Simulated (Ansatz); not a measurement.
**SiH2OF (SMILES O[SiH]F): levels of theory compared**

Wanted: a comparison of 6 runs (UHF/STO-3G, UB3LYP/STO-3G, UCAM-B3LYP/STO-3G, UPBE/STO-3G, RPA@PBE/STO-3G, UCCSD(T)/STO-3G) of SiH2OF. 

The results are computed with Ansatz 0.2.0.

65 further runs of the same task are left out: 5 that didn't finish, 60 set aside as unsound or not needed.

## Step 1: The structure to begin with

SiH2OF: 5 atoms, total charge 0, spin state doublet. SMILES: `O[SiH]F`. The Si2–O1 distance was set to 2.455 Å, away from the relaxed value.

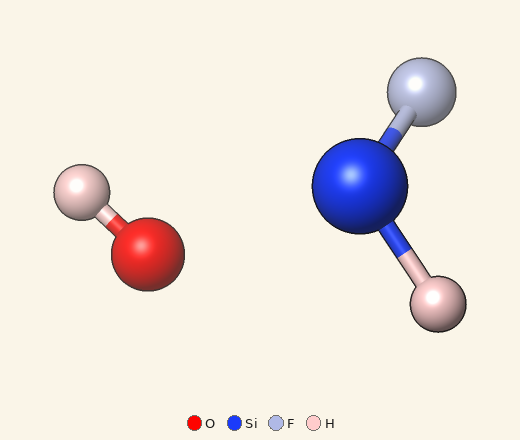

Viewed from a chosen angle; oxygen red, silicon blue, fluorine light blue, hydrogen pink.

## Step 2: The energy at UHF/STO-3G (run 1)

Input file in.yaml:

```yaml
crystal:
  periodic: [false, false, false]
  atoms:
    - {symbol: O, position_ang: [-1.064772, -1.449778, -0.661019]}
    - {symbol: Si, position_ang: [0.283900, 0.245700, 0.493100]}
    - {symbol: F, position_ang: [0.207000, 1.646500, -0.283100]}
    - {symbol: H, position_ang: [-2.014072, -1.330278, -0.722719]}
    - {symbol: H, position_ang: [1.688800, -0.242600, 0.404400]}
basis:
  gaussian:
    orbitals: STO-3G
magnetization:
  spin_polarized: true
  initial_magnetization: 1
hamiltonian:
  xc: hf
accuracy: high
```

Run with:

```
$ ansatz run in.yaml --threads 1 --pin off --max-ram 2610MiB --events-out events.jsonl --progress --plain --runs-dir runs
```

Log:

```text
Warning: RAYON_NUM_THREADS=1 ignored (pool sized by the plan → 1); use --threads N
Functional definition: HF
  name "HF"
  exchange = exact_x
  correlation = 0
364 factors; integrals over basis functions are off by at most 3.3e-8 eV
mean field evaluation 1: about -12468.4984 eV, gradient 2.3e1 eV
mean field evaluation 2: about -12468.5635 eV, gradient 2.3e1 eV
mean field evaluation 4: about -12475.1071 eV, gradient 5.0e0 eV
mean field evaluation 8: about -12477.2309 eV, gradient 7.2e-1 eV
mean field evaluation 16: about -12477.2426 eV, gradient 2.2e-8 eV
mean field evaluation 32: about -12476.9718 eV, gradient 1.3e0 eV
mean field evaluation 64: about -12475.0447 eV, gradient 7.5e0 eV
mean field evaluation 96: about -12475.1414 eV, gradient 1.6e0 eV
mean field evaluation 128: about -12473.6979 eV, gradient 6.0e0 eV
mean field evaluation 160: about -12477.2426 eV, gradient 6.1e-5 eV
mean field -12477.24262515 eV, -458.5302090955 hartree, gradient 1.7e-8 eV, S^2 0.939596; 3 other end points of the search recorded, 0 dependent functions left out
reference -12477.24262515 eV, -458.5302090955 hartree; 17, 16 occupied and 4, 5 virtual orbitals, 364 factors
Total energy: -12477.24262515 eV, -458.5302090955 hartree
```

Run time: 0.32 s. Hardware: 1 thread of Arm Neoverse V1, shared host.

## Step 3: A single-point energy at UB3LYP/STO-3G (run 2)

Input file input.yaml:

```yaml
crystal:
  periodic: [false, false, false]
  atoms:
    - {symbol: O, position_ang: [-1.064772, -1.449778, -0.661019]}
    - {symbol: Si, position_ang: [0.283900, 0.245700, 0.493100]}
    - {symbol: F, position_ang: [0.207000, 1.646500, -0.283100]}
    - {symbol: H, position_ang: [-2.014072, -1.330278, -0.722719]}
    - {symbol: H, position_ang: [1.688800, -0.242600, 0.404400]}
basis:
  gaussian: {orbitals: STO-3G}
magnetization: {spin_polarized: true, initial_magnetization: 1}
hamiltonian: {xc: {name: B3LYP}}
accuracy: high
```

Run with:

```
$ ansatz run input.yaml --threads 1 --pin off --max-ram 2610MiB --events-out events.jsonl --progress --plain --runs-dir runs
```

Log:

```text
Warning: RAYON_NUM_THREADS=1 ignored (pool sized by the plan → 1); use --threads N
Functional definition: B3LYP
  name "B3LYP"
  parameter a0 = 0.2
  parameter ax = 0.72
  parameter ac = 0.81
  exchange = (1 - a0 - ax)*slater_x + ax*b88_x + a0*exact_x
  correlation = (1 - ac)*vwn_rpa_c + ac*lyp_c
364 factors; integrals over basis functions are off by at most 3.3e-8 eV
mean field evaluation 1: about -12503.5716 eV, gradient 2.3e1 eV
mean field evaluation 2: about -12391.6698 eV, gradient 7.4e1 eV
mean field evaluation 4: about -12507.1408 eV, gradient 1.5e1 eV
mean field evaluation 8: about -12510.3924 eV, gradient 6.4e-1 eV
mean field evaluation 16: about -12510.3930 eV, gradient 5.5e-3 eV
mean field evaluation 32: about -12510.3148 eV, gradient 2.3e0 eV
mean field -12510.39300860 eV, -459.7484632171 hartree, gradient 6.7e-8 eV, S^2 0.796999; 2 other end points of the search recorded, 0 dependent functions left out
reference -12510.39303495 eV, -459.7484641856 hartree; 17, 16 occupied and 4, 5 virtual orbitals, 364 factors
Total energy: -12510.39303495 eV, -459.7484641856 hartree
```

Wall time 2.8 s (1 thread of Arm Neoverse V1, shared host); peak memory 0.13 GiB.

## Step 4: A single-point energy at UCAM-B3LYP/STO-3G (run 3)

Input file run.yaml:

```yaml
crystal:
  periodic: [false, false, false]
  atoms:
    - {symbol: O, position_ang: [-1.064772, -1.449778, -0.661019]}
    - {symbol: Si, position_ang: [0.283900, 0.245700, 0.493100]}
    - {symbol: F, position_ang: [0.207000, 1.646500, -0.283100]}
    - {symbol: H, position_ang: [-2.014072, -1.330278, -0.722719]}
    - {symbol: H, position_ang: [1.688800, -0.242600, 0.404400]}
basis:
  gaussian:
    orbitals: STO-3G
total_charge: 0
magnetization:
  spin_polarized: true
  initial_magnetization: 1
hamiltonian:
  xc: {name: CAM-B3LYP}
accuracy: high
```

Run with:

```
$ ansatz run run.yaml --threads 1 --pin off --max-ram 2610MiB --events-out events.jsonl --progress --plain --runs-dir runs
```

Log (excerpt; [...] marks lines left out):

```text
Warning: RAYON_NUM_THREADS=1 ignored (pool sized by the plan → 1); use --threads N
Functional definition: CAM-B3LYP
  name "CAM-B3LYP"
[...]
364 factors; integrals over basis functions are off by at most 3.3e-8 eV
161 factors; integrals over basis functions are off by at most 6.9e-10 eV
[...]
mean field -12507.91342485 eV, -459.6573401949 hartree, gradient 6.7e-8 eV, S^2 0.826197; 2 other end points of the search recorded, 0 dependent functions left out
reference -12507.91343768 eV, -459.6573406665 hartree; 17, 16 occupied and 4, 5 virtual orbitals, 364 factors
Total energy: -12507.91343768 eV, -459.6573406665 hartree
```

Wall time 3.3 s (1 thread of Arm Neoverse V1, shared host); peak memory 0.13 GiB.

Runs 4 to 5 aren't shown in full; the table further down has their settings and results.

## Step 5: A single-point energy at UCCSD(T)/STO-3G (run 6)

Input file molecule.yaml:

```yaml
crystal:
  periodic: [false, false, false]
  atoms:
    - {symbol: O, position_ang: [-1.064772, -1.449778, -0.661019]}
    - {symbol: Si, position_ang: [0.283900, 0.245700, 0.493100]}
    - {symbol: F, position_ang: [0.207000, 1.646500, -0.283100]}
    - {symbol: H, position_ang: [-2.014072, -1.330278, -0.722719]}
    - {symbol: H, position_ang: [1.688800, -0.242600, 0.404400]}
basis:
  gaussian:
    orbitals: STO-3G
scf:
  omitted_lower_state_checks: [cluster_reference, increment]
correlation:
  method: ccsd_t
  frozen_orbitals: {F: 1, H: 0, O: 1, Si: 5}
accuracy: high
magnetization:
  spin_polarized: true
  initial_magnetization: 1
```

Run with:

```
$ ansatz run molecule.yaml --threads 1 --pin off --max-ram 2610MiB --events-out events.jsonl --progress --plain --runs-dir runs
```

Log:

```text
Warning: RAYON_NUM_THREADS=1 ignored (pool sized by the plan → 1); use --threads N
[... 15 lines left out ...]
7 core orbitals not correlated: weight in the atoms' cores, before any rotation towards them, 1.000 or more for the frozen orbitals, at most 0.000 for the correlated occupied ones
[... 62 lines left out ...]
Total energy: -12479.95475730 eV, -458.6298781136 hartree
Checks for a lower state left out: cluster_reference, increment
```

Wall time 0.74 s (1 thread of Arm Neoverse V1, shared host).

## Step 6: All runs side by side

```
run              level  frozen core orbitals  energy (Eh)   ⟨S²⟩  wall time
  1         UHF/STO-3G                     –  -458.530209  0.940     0.32 s
  2      UB3LYP/STO-3G                     –  -459.748464  0.797      2.8 s
  3  UCAM-B3LYP/STO-3G                     –  -459.657341  0.826      3.3 s
  4        UPBE/STO-3G                     –  -459.423319  0.762      2.4 s
  5     RPA@PBE/STO-3G                     7  -458.700692  0.762      2.8 s
  6    UCCSD(T)/STO-3G                     7  -458.629878  0.940     0.74 s
```

## Step 7: Summary of results

| quantity | value |
| --- | --- |
| run 6: total energy | -458.62988 Eh |
| run 6: correlation energy (7 core orbitals frozen) | -99.7 mEh |
| run 6: (T) correction | -4.78 mEh |
| run 6: ⟨S²⟩ of the reference determinant | 0.940 |
| run 6: T1 diagnostic | 0.030 |

Totals of different functionals can't be ranked against each other. In runs 1, 2, 3, 4, 5, 6 the basis is minimal, so the values are rough. Spin contamination of the reference: run 1 ⟨S²⟩ = 0.94, run 6 ⟨S²⟩ = 0.94. All runs together took 12 s, the longest 3.3 s.
